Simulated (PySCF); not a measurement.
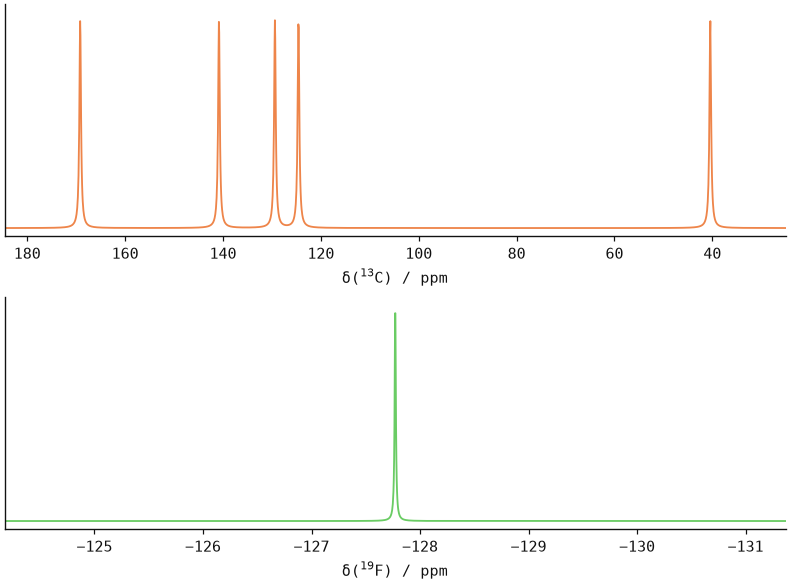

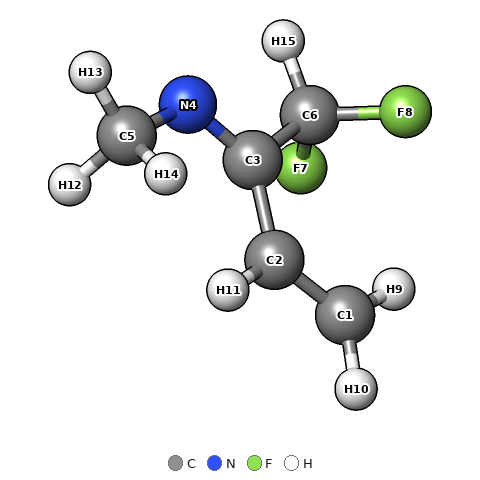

Spectrum and numbered structure of C₅H₇F₂N, SMILES C=C/C(=N\C)C(F)F. GIAO shifts, PBE0/pcSseg-1 (IEF-PCM dimethylsulfoxide) in PySCF, at a PBE0-D3(BJ)/def2-SVP geometry (no frequency check), against TMS for ¹³C and CFCl₃ for ¹⁹F computed at the same level (¹⁹F: this reference is a hard case for the method, so all values can be off together by tens of ppm, and differences between signals are safer). fully decoupled, line heights follow the number of nuclei, widths are arbitrary (no quadrupolar broadening); values of one conformer, averaged over methyl-type rotors and exact or near symmetry; other conformers aren't averaged in.

Q: Which atoms give which ¹³C line?

A:
```tsv
δ (ppm)	nuclei	atoms
169.2	1	C3
140.8	1	C1
129.4	1	C2
124.6	1	C6
40.4	1	C5
```

Q: Where does the ¹⁹F line lie?

A: At −127.8 ppm (F7 and F8).
